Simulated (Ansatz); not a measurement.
Run report: CH2NSi, molecular dynamics

The run: molecular dynamics of CH2NSi, multiplicity 2, SMILES [C]1=N[SiH2]1. Method and program: UKS PBE-D4/def2-SVP (Ansatz 0.2.0).

Figures and captions count atoms from 1; the log counts them from 0 in places.

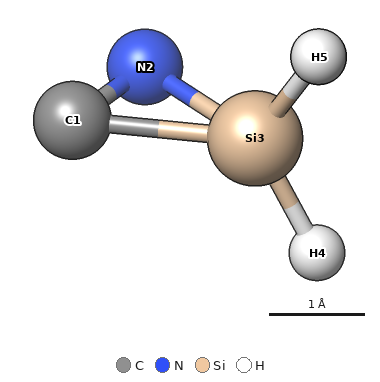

Fig. 1: The starting structure (ball-and-stick view, seen at a tilt; atoms are numbered from 1 in the order of the input). Bond lengths as drawn: C–N 1.26 Å, C–Si 1.95 Å, H–Si 1.44 Å and N–Si 1.76 Å.

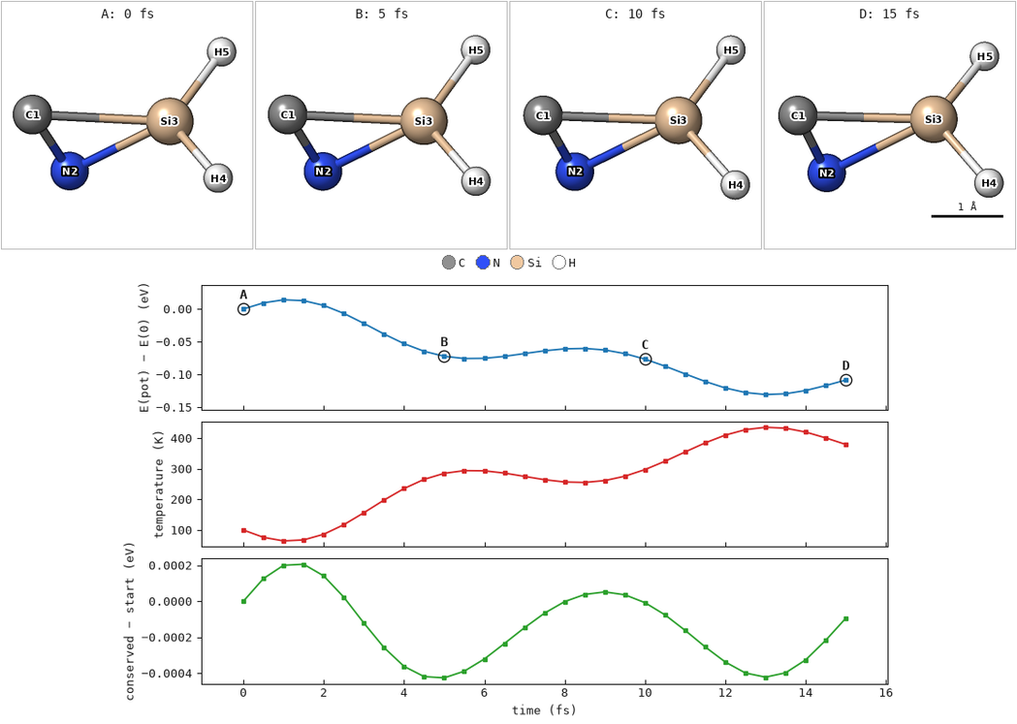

Fig. 2: Frames of the molecular dynamics (ball-and-stick, seen at a tilt) above the curves, on which the letters mark them. The trajectory kept here has 31 frames over 15 fs. The temperature starts at 100 K, ranges from 64 to 436 K and averages 349 K over the second half. The potential energy ends 0.108 eV below its first value. The conserved quantity stays within 0.00063 eV. After an unweighted best fit of the last frame on the first, the root-mean-square displacement is 0.08 Å, and Si3 has moved furthest (0.12 Å).

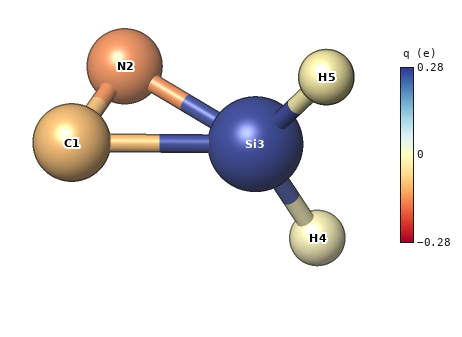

Fig. 3: Mulliken charges, as the colour of each atom (ball-and-stick view, seen at a tilt; atoms are numbered from 1 in the order of the input). By element: C −0.09, N −0.14, Si +0.27 and H −0.02 e.

These pictures come from the run below.

Input
```yaml
crystal:
  periodic: [false, false, false]
  atoms:
    - {symbol: C, position_ang: [0.938940, -0.805710, 0.972450]}
    - {symbol: N, position_ang: [-0.079620, -0.182200, 1.360180]}
    - {symbol: Si, position_ang: [-0.111700, 0.140640, -0.368900]}
    - {symbol: H, position_ang: [-1.065520, -0.602020, -1.159840]}
    - {symbol: H, position_ang: [0.317900, 1.449280, -0.803890]}
basis:
  gaussian: {orbitals: def2-SVP}
magnetization: {spin_polarized: true, initial_magnetization: 1}
hamiltonian: {xc: pbe, dispersion: d4}
md: {n_steps: 30, timestep: 0.5, temperature: 100, ensemble: nve, seed: 568, initial_velocities: maxwell_boltzmann}
```

Run as:
```bash
ansatz run in.yaml --threads 1 --pin off --events-out ev --progress --plain --max-ram 4352MiB
```

Output
```
Functional definition: PBE
  name "PBE"
  cite "Perdew, Burke & Ernzerhof, Phys. Rev. Lett. 77, 3865 (1996) doi:10.1103/PhysRevLett.77.3865"
  parent pbe
  parameter kappa = 0.804
  parameter beta = 0.06672455060314922
  exchange = pbe_x(kappa = kappa, mu = beta*pi^2/3)
  correlation = pbe_c(beta = beta)
642 factors; their error is unknown
mean field evaluation 1: about -10416.9174 eV, gradient 3.2e1 eV
mean field evaluation 2: about -10380.9695 eV, gradient 8.1e1 eV
mean field evaluation 4: about -10421.2508 eV, gradient 1.6e1 eV
mean field evaluation 8: about -10422.4295 eV, gradient 1.6e-1 eV
mean field evaluation 16: about -10422.3798 eV, gradient 6.3e-5 eV
mean field -10422.37977760 eV, -383.0153922842 hartree, gradient 6.3e-5 eV, S^2 0.754925; 0 other end points of the search recorded, 0 dependent functions left out
the calculation of the forces begins
reference -10422.37980349 eV, -383.0153932357 hartree; 15, 14 occupied and 41, 42 virtual orbitals, 642 factors
md step     0: t =     0.00 fs  T =   100.0 K  F+E_penalty+E_count = -10422.46188251 eV  E_kin = 0.038778 eV  conserved = -10422.42310451 eV  (28 SCF iters)
these checks for a lower state are left out or cut short: starts, cluster_reference, orbital_swaps, neighbouring_geometries, increment
642 factors; their error is unknown
mean field -10422.37039199 eV, -383.0150473691 hartree, gradient 2.5e-5 eV, S^2 0.754919; 0 other end points of the search recorded, 0 dependent functions left out
the calculation of the forces begins
reference -10422.37041789 eV, -383.0150483209 hartree; 15, 14 occupied and 41, 42 virtual orbitals, 642 factors
md step     1: t =     0.50 fs  T =    76.2 K  F+E_penalty+E_count = -10422.45251353 eV  E_kin = 0.029535 eV  conserved = -10422.42297896 eV  (32 SCF iters)
[... from here on the SCF iterations and repeated set-up lines of each step are left out, up to the last step ...]
md step     2: t =     1.00 fs  T =    64.4 K  F+E_penalty+E_count = -10422.44787466 eV  E_kin = 0.024970 eV  conserved = -10422.42290467 eV  (26 SCF iters)
md step     3: t =     1.50 fs  T =    67.7 K  F+E_penalty+E_count = -10422.44913575 eV  E_kin = 0.026236 eV  conserved = -10422.42289944 eV  (26 SCF iters)
md step     4: t =     2.00 fs  T =    86.2 K  F+E_penalty+E_count = -10422.45637976 eV  E_kin = 0.033416 eV  conserved = -10422.42296415 eV  (27 SCF iters)
md step     5: t =     2.50 fs  T =   117.4 K  F+E_penalty+E_count = -10422.46858882 eV  E_kin = 0.045506 eV  conserved = -10422.42308232 eV  (33 SCF iters)
md step     6: t =     3.00 fs  T =   156.5 K  F+E_penalty+E_count = -10422.48389747 eV  E_kin = 0.060672 eV  conserved = -10422.42322550 eV  (33 SCF iters)
md step     7: t =     3.50 fs  T =   197.7 K  F+E_penalty+E_count = -10422.50003100 eV  E_kin = 0.076669 eV  conserved = -10422.42336235 eV  (32 SCF iters)
md step     8: t =     4.00 fs  T =   235.5 K  F+E_penalty+E_count = -10422.51479423 eV  E_kin = 0.091327 eV  conserved = -10422.42346688 eV  (32 SCF iters)
md step     9: t =     4.50 fs  T =   265.5 K  F+E_penalty+E_count = -10422.52648064 eV  E_kin = 0.102957 eV  conserved = -10422.42352401 eV  (32 SCF iters)
md step    10: t =     5.00 fs  T =   285.2 K  F+E_penalty+E_count = -10422.53411723 eV  E_kin = 0.110587 eV  conserved = -10422.42353061 eV  (32 SCF iters)
md step    11: t =     5.50 fs  T =   294.1 K  F+E_penalty+E_count = -10422.53752573 eV  E_kin = 0.114032 eV  conserved = -10422.42349393 eV  (32 SCF iters)
md step    12: t =     6.00 fs  T =   293.5 K  F+E_penalty+E_count = -10422.53722829 eV  E_kin = 0.113803 eV  conserved = -10422.42342578 eV  (33 SCF iters)
md step    13: t =     6.50 fs  T =   286.0 K  F+E_penalty+E_count = -10422.53426093 eV  E_kin = 0.110921 eV  conserved = -10422.42334020 eV  (33 SCF iters)
md step    14: t =     7.00 fs  T =   275.1 K  F+E_penalty+E_count = -10422.52994858 eV  E_kin = 0.106697 eV  conserved = -10422.42325152 eV  (33 SCF iters)
md step    15: t =     7.50 fs  T =   264.4 K  F+E_penalty+E_count = -10422.52568384 eV  E_kin = 0.102513 eV  conserved = -10422.42317092 eV  (33 SCF iters)
md step    16: t =     8.00 fs  T =   256.9 K  F+E_penalty+E_count = -10422.52274086 eV  E_kin = 0.099634 eV  conserved = -10422.42310712 eV  (32 SCF iters)
md step    17: t =     8.50 fs  T =   255.5 K  F+E_penalty+E_count = -10422.52212963 eV  E_kin = 0.099063 eV  conserved = -10422.42306673 eV  (30 SCF iters)
md step    18: t =     9.00 fs  T =   261.6 K  F+E_penalty+E_count = -10422.52449066 eV  E_kin = 0.101437 eV  conserved = -10422.42305345 eV  (32 SCF iters)
md step    19: t =     9.50 fs  T =   275.8 K  F+E_penalty+E_count = -10422.53003028 eV  E_kin = 0.106961 eV  conserved = -10422.42306901 eV  (31 SCF iters)
md step    20: t =    10.00 fs  T =   297.5 K  F+E_penalty+E_count = -10422.53849301 eV  E_kin = 0.115380 eV  conserved = -10422.42311270 eV  (32 SCF iters)
md step    21: t =    10.50 fs  T =   324.9 K  F+E_penalty+E_count = -10422.54917579 eV  E_kin = 0.125995 eV  conserved = -10422.42318118 eV  (32 SCF iters)
md step    22: t =    11.00 fs  T =   355.2 K  F+E_penalty+E_count = -10422.56098969 eV  E_kin = 0.137723 eV  conserved = -10422.42326695 eV  (32 SCF iters)
md step    23: t =    11.50 fs  T =   384.8 K  F+E_penalty+E_count = -10422.57257919 eV  E_kin = 0.149220 eV  conserved = -10422.42335874 eV  (31 SCF iters)
md step    24: t =    12.00 fs  T =   410.2 K  F+E_penalty+E_count = -10422.58250094 eV  E_kin = 0.159057 eV  conserved = -10422.42344350 eV  (31 SCF iters)
md step    25: t =    12.50 fs  T =   427.9 K  F+E_penalty+E_count = -10422.58944579 eV  E_kin = 0.165942 eV  conserved = -10422.42350412 eV  (32 SCF iters)
md step    26: t =    13.00 fs  T =   435.7 K  F+E_penalty+E_count = -10422.59249165 eV  E_kin = 0.168964 eV  conserved = -10422.42352738 eV  (32 SCF iters)
md step    27: t =    13.50 fs  T =   432.8 K  F+E_penalty+E_count = -10422.59132213 eV  E_kin = 0.167819 eV  conserved = -10422.42350287 eV  (32 SCF iters)
md step    28: t =    14.00 fs  T =   420.2 K  F+E_penalty+E_count = -10422.58636915 eV  E_kin = 0.162938 eV  conserved = -10422.42343070 eV  (32 SCF iters)
md step    29: t =    14.50 fs  T =   401.0 K  F+E_penalty+E_count = -10422.57880575 eV  E_kin = 0.155484 eV  conserved = -10422.42332195 eV  (32 SCF iters)
these checks for a lower state are left out or cut short: starts, cluster_reference, orbital_swaps, neighbouring_geometries, increment
642 factors; their error is unknown
mean field -10422.48882733 eV, -383.0193997877 hartree, gradient 2.7e-5 eV, S^2 0.755382; 0 other end points of the search recorded, 0 dependent functions left out
the calculation of the forces begins
reference -10422.48885258 eV, -383.0194007158 hartree; 15, 14 occupied and 41, 42 virtual orbitals, 642 factors
642 factors; their error is unknown
mean field evaluation 256: about -10422.4888 eV, gradient 1.1e-1 eV
mean field -10422.48882733 eV, -383.0193997877 hartree, gradient 2.7e-5 eV, S^2 0.755382; 1 other end points of the search recorded, 0 dependent functions left out
the calculation of the forces begins
reference -10422.48885258 eV, -383.0194007158 hartree; 15, 14 occupied and 41, 42 virtual orbitals, 642 factors
md step    30: t =    15.00 fs  T =   379.5 K  F+E_penalty+E_count = -10422.57036184 eV  E_kin = 0.147163 eV  conserved = -10422.42319913 eV  (30 SCF iters)
Total energy: -10422.57038709 eV, -383.0223970536 hartree
Atom 0 at     0.905298    -0.769573     0.963524 Å, force     0.288358    -0.303087    -0.033297 eV/Å
Atom 1 at    -0.065652    -0.208527     1.450338 Å, force    -0.331415     0.189678    -0.048795 eV/Å
Atom 2 at    -0.096753     0.131219    -0.413907 Å, force     0.593419    -0.281749     0.544862 eV/Å
Atom 3 at    -1.202370    -0.458571    -1.136210 Å, force    -0.687808    -0.421344    -0.295112 eV/Å
Atom 4 at     0.245065     1.503546    -0.719990 Å, force     0.137446     0.816502    -0.167658 eV/Å
Dipole moment:    -0.172619     0.164694    -0.397682 e Å
```

Trajectory as extended XYZ (Å, eV, eV/Å), 18 of the 31 frames kept, from step=0 to step=30
```
5
Properties=species:S:1:pos:R:3:forces:R:3 step=0 time_fs=0.0 energy=-10422.46188 temperature=100.0
C     0.9389   -0.8057    0.9725   -1.1525   0.7149   0.4158
N    -0.0796   -0.1822    1.3602    1.1269  -0.9498   1.0605
Si   -0.1117    0.1406   -0.3689    0.4743  -0.2116  -0.6892
H    -1.0655   -0.6020   -1.1598   -0.6229  -0.3652  -0.4964
H     0.3179    1.4493   -0.8039    0.1743   0.8117  -0.2907
5
Properties=species:S:1:pos:R:3:forces:R:3 step=2 time_fs=1.0 energy=-10422.44787 temperature=64.4
C     0.9397   -0.8048    0.9703   -1.3257   0.8046   0.4957
N    -0.0812   -0.1814    1.3622    1.3001  -1.0554   0.9468
Si   -0.1113    0.1394   -0.3697    0.6235  -0.1330  -0.4874
H    -1.0652   -0.5905   -1.1530   -0.7830  -0.4830  -0.6301
H     0.3200    1.4487   -0.7917    0.1851   0.8669  -0.3249
5
Properties=species:S:1:pos:R:3:forces:R:3 step=4 time_fs=2.0 energy=-10422.45638 temperature=86.2
C     0.9395   -0.8032    0.9686   -1.3827   0.8222   0.5358
N    -0.0819   -0.1813    1.3648    1.3576  -1.0865   0.8577
Si   -0.1107    0.1382   -0.3706    0.6769  -0.0028  -0.4633
H    -1.0722   -0.5834   -1.1521   -0.7880  -0.4785  -0.6309
H     0.3238    1.4564   -0.7827    0.1363   0.7457  -0.2994
5
Properties=species:S:1:pos:R:3:forces:R:3 step=5 time_fs=2.5 energy=-10422.46859 temperature=117.4
C     0.9389   -0.8022    0.9679   -1.3664   0.8035   0.5404
N    -0.0819   -0.1815    1.3664    1.3418  -1.0736   0.8240
Si   -0.1104    0.1376   -0.3711    0.6604   0.0713  -0.5168
H    -1.0785   -0.5817   -1.1539   -0.7286  -0.4297  -0.5793
H     0.3262    1.4630   -0.7792    0.0928   0.6286  -0.2683
5
Properties=species:S:1:pos:R:3:forces:R:3 step=7 time_fs=3.5 energy=-10422.50003 temperature=197.7
C     0.9370   -0.7997    0.9668   -1.2459   0.7123   0.5185
N    -0.0813   -0.1825    1.3699    1.2232  -0.9924   0.7802
Si   -0.1094    0.1363   -0.3723    0.5496   0.2179  -0.7211
H    -1.0963   -0.5810   -1.1615   -0.5095  -0.2615  -0.3936
H     0.3316    1.4803   -0.7742   -0.0174   0.3237  -0.1839
5
Properties=species:S:1:pos:R:3:forces:R:3 step=9 time_fs=4.5 energy=-10422.52648 temperature=265.5
C     0.9341   -0.7965    0.9662   -1.0156   0.5549   0.4566
N    -0.0798   -0.1842    1.3739    0.9964  -0.8427   0.7679
Si   -0.1083    0.1352   -0.3738    0.3695   0.3454  -0.9884
H    -1.1188   -0.5829   -1.1729   -0.2140  -0.0460  -0.1463
H     0.3369    1.5008   -0.7709   -0.1363  -0.0116  -0.0896
5
Properties=species:S:1:pos:R:3:forces:R:3 step=11 time_fs=5.5 energy=-10422.53753 temperature=294.1
C     0.9304   -0.7930    0.9658   -0.6920   0.3421   0.3583
N    -0.0776   -0.1864    1.3785    0.6779  -0.6353   0.7845
Si   -0.1071    0.1341   -0.3756    0.1685   0.4434  -1.2426
H    -1.1435   -0.5852   -1.1857    0.0867   0.1626   0.1039
H     0.3408    1.5211   -0.7685   -0.2411  -0.3129  -0.0041
5
Properties=species:S:1:pos:R:3:forces:R:3 step=12 time_fs=6.0 energy=-10422.53723 temperature=293.5
C     0.9283   -0.7911    0.9658   -0.5029   0.2200   0.2975
N    -0.0763   -0.1877    1.3810    0.4919  -0.5148   0.8018
Si   -0.1064    0.1337   -0.3766    0.0728   0.4798  -1.3471
H    -1.1556   -0.5858   -1.1918    0.2218   0.2522   0.2162
H     0.3420    1.5304   -0.7674   -0.2835  -0.4372   0.0316
5
Properties=species:S:1:pos:R:3:forces:R:3 step=14 time_fs=7.0 energy=-10422.52995 temperature=275.1
C     0.9239   -0.7872    0.9659   -0.0918  -0.0423   0.1584
N    -0.0735   -0.1906    1.3864    0.0870  -0.2532   0.8477
Si   -0.1051    0.1329   -0.3791   -0.0924   0.5248  -1.4907
H    -1.1781   -0.5852   -1.2023    0.4409   0.3891   0.3992
H     0.3422    1.5454   -0.7648   -0.3436  -0.6184   0.0855
5
Properties=species:S:1:pos:R:3:forces:R:3 step=16 time_fs=8.0 energy=-10422.52274 temperature=256.9
C     0.9194   -0.7834    0.9661    0.3273  -0.3061   0.0073
N    -0.0706   -0.1936    1.3924   -0.3265   0.0141   0.8959
Si   -0.1039    0.1322   -0.3820   -0.2115   0.5295  -1.5344
H    -1.1964   -0.5809   -1.2091    0.5790   0.4638   0.5172
H     0.3391    1.5546   -0.7614   -0.3683  -0.7013   0.1140
5
Properties=species:S:1:pos:R:3:forces:R:3 step=18 time_fs=9.0 energy=-10422.52449 temperature=261.6
C     0.9151   -0.7798    0.9663    0.7039  -0.5407  -0.1382
N    -0.0680   -0.1966    1.3990   -0.6996   0.2576   0.9270
Si   -0.1027    0.1318   -0.3855   -0.2774   0.4899  -1.4724
H    -1.2092   -0.5722   -1.2109    0.6305   0.4759   0.5666
H     0.3325    1.5572   -0.7569   -0.3574  -0.6826   0.1170
5
Properties=species:S:1:pos:R:3:forces:R:3 step=19 time_fs=9.5 energy=-10422.53003 temperature=275.8
C     0.9132   -0.7781    0.9664    0.8599  -0.6373  -0.2024
N    -0.0669   -0.1981    1.4026   -0.8550   0.3609   0.9293
Si   -0.1021    0.1316   -0.3875   -0.2888   0.4525  -1.4017
H    -1.2133   -0.5661   -1.2098    0.6229   0.4591   0.5656
H     0.3280    1.5560   -0.7542   -0.3389  -0.6352   0.1092
5
Properties=species:S:1:pos:R:3:forces:R:3 step=21 time_fs=10.5 energy=-10422.54918 temperature=324.9
C     0.9099   -0.7752    0.9664    1.0785  -0.7720  -0.3008
N    -0.0650   -0.2008    1.4101   -1.0754   0.5139   0.8946
Si   -0.1011    0.1314   -0.3917   -0.2648   0.3428  -1.1820
H    -1.2173   -0.5507   -1.2036    0.5396   0.3816   0.5122
H     0.3165    1.5492   -0.7482   -0.2779  -0.4663   0.0760
5
Properties=species:S:1:pos:R:3:forces:R:3 step=23 time_fs=11.5 energy=-10422.57258 temperature=384.8
C     0.9074   -0.7729    0.9662    1.1462  -0.8140  -0.3450
N    -0.0639   -0.2032    1.4183   -1.1488   0.5805   0.7944
Si   -0.1001    0.1314   -0.3963   -0.1726   0.1929  -0.8649
H    -1.2161   -0.5317   -1.1925    0.3645   0.2485   0.3926
H     0.3023    1.5380   -0.7414   -0.1893  -0.2080   0.0229
5
Properties=species:S:1:pos:R:3:forces:R:3 step=25 time_fs=12.5 energy=-10422.58945 temperature=427.9
C     0.9059   -0.7713    0.9657    1.0534  -0.7587  -0.3254
N    -0.0636   -0.2051    1.4270   -1.0653   0.5554   0.6226
Si   -0.0992    0.1313   -0.4012   -0.0085   0.0212  -0.4697
H    -1.2114   -0.5104   -1.1777    0.1036   0.0684   0.2149
H     0.2863    1.5248   -0.7344   -0.0834   0.1137  -0.0424
5
Properties=species:S:1:pos:R:3:forces:R:3 step=26 time_fs=13.0 energy=-10422.59249 temperature=435.7
C     0.9055   -0.7707    0.9654    0.9514  -0.6977  -0.2917
N    -0.0637   -0.2060    1.4316   -0.9689   0.5112   0.5114
Si   -0.0987    0.1313   -0.4038    0.0986  -0.0635  -0.2542
H    -1.2086   -0.4994   -1.1694   -0.0522  -0.0336   0.1104
H     0.2780    1.5185   -0.7310   -0.0289   0.2837  -0.0759
5
Properties=species:S:1:pos:R:3:forces:R:3 step=28 time_fs=14.0 energy=-10422.58637 temperature=420.2
C     0.9051   -0.7699    0.9645    0.6584  -0.5230  -0.1829
N    -0.0645   -0.2074    1.4409   -0.6885   0.3723   0.2484
Si   -0.0978    0.1313   -0.4089    0.3461  -0.2058   0.1764
H    -1.2036   -0.4778   -1.1523   -0.3859  -0.2425  -0.1076
H     0.2612    1.5082   -0.7249    0.0699   0.5991  -0.1343
5
Properties=species:S:1:pos:R:3:forces:R:3 step=30 time_fs=15.0 energy=-10422.57036 temperature=379.5
C     0.9053   -0.7696    0.9635    0.2884  -0.3031  -0.0333
N    -0.0657   -0.2085    1.4503   -0.3314   0.1897  -0.0488
Si   -0.0968    0.1312   -0.4139    0.5934  -0.2817   0.5449
H    -1.2024   -0.4586   -1.1362   -0.6878  -0.4213  -0.2951
H     0.2451    1.5035   -0.7200    0.1374   0.8165  -0.1677
```

Key numbers

```tsv
quantity	value
outcome	finished
mean temperature over the second half	349 K
trajectory	30 steps, 15 fs
ensemble	nve
temperature in the input	100 K
time step	0.5 fs
potential energy (last step)	−10422.5704 eV
mean-field energy (last step)	−10422.4889 eV
dispersion energy (last step)	−0.0815 eV
⟨S²⟩ (last step)	0.755
SCF solution under orbital rotations (last step)	stable
largest force (length of the vector) (last step)	0.859 eV/Å
dipole moment (last step)	2.23 D
hardware	1 CPU thread, shared host
wall time	40 s
peak memory	0.14 GiB
```

So short a trajectory is not equilibrated.
